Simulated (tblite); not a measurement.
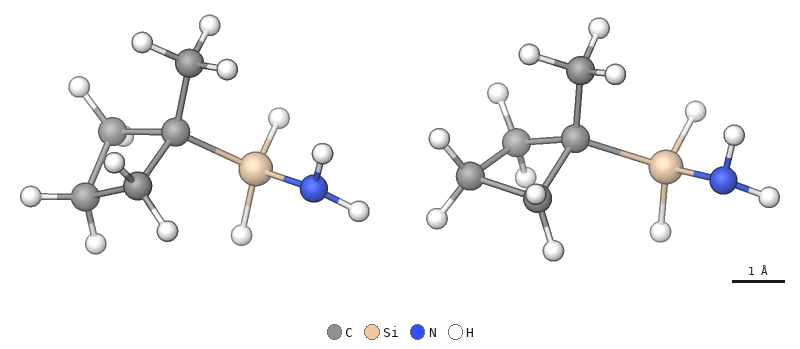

Two geometries of C₅H₁₃NSi, drawn at one scale. One is the start of a relaxation, the other its converged end. A ball-and-stick model, seen at a tilt.

Method: GFN2-xTB geometry optimisation, gas phase in tblite 0.8.0. 

**Which one is relaxed?**

The left one is the relaxed one. The atom that moves furthest after the best rigid fit is an H atom (1.32 Å). By element the largest moves are H 1.32 Å, C 0.55 Å, N 0.26 Å, Si 0.22 Å. Some distances before and after: C–Si 1.965 → 1.902 Å, N–Si 1.682 → 1.723 Å, C–C 1.569 → 1.544 Å, C–H 1.110 → 1.091 Å. Among the angles between lasting bonds that change: N–Si–H 106.0° → 116.4°, Si–N–H 109.3° → 118.2°, Si–N–H 110.6° → 119.1°. Groups turn about C–C by about 40°, C–C by about 40°, C–C by about 40°. The energy falls by 0.401 eV in 120 geometry steps.
